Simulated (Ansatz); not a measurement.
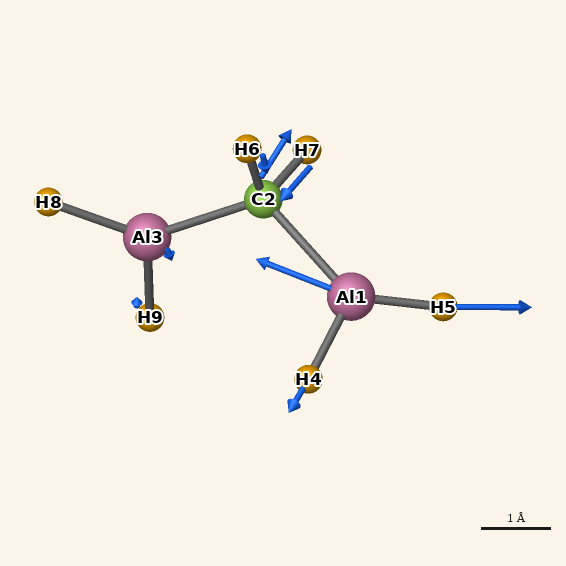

Arrows show the forces on the atoms, 0.3 Å of arrow for 1 eV/Å; forces under a tenth of the largest aren't drawn. Level of theory: RHF-CCSD(T) (frozen core)/def2-TZVPP (Ansatz 0.2.0).

Which bond do the forces act along most?

Al1–H5, now 1.393 Å: the forces push its atoms apart, so a first step downhill lengthens it.

List the force components in the frame of the picture (x right, y up, z towards the viewer), in eV/Å.

```tsv
atom	Fx	Fy	Fz
Al1	−3.66	1.44	−0.17
C2	1.48	2.35	−0.57
Al3	0.24	−0.56	−0.33
H4	−0.69	−1.18	0.88
H5	3.71	−0.02	−0.90
H6	0.22	−0.91	−0.79
H7	−1.47	−1.67	1.49
H8	0.15	0.07	0.04
H9	0.02	0.48	0.35
```
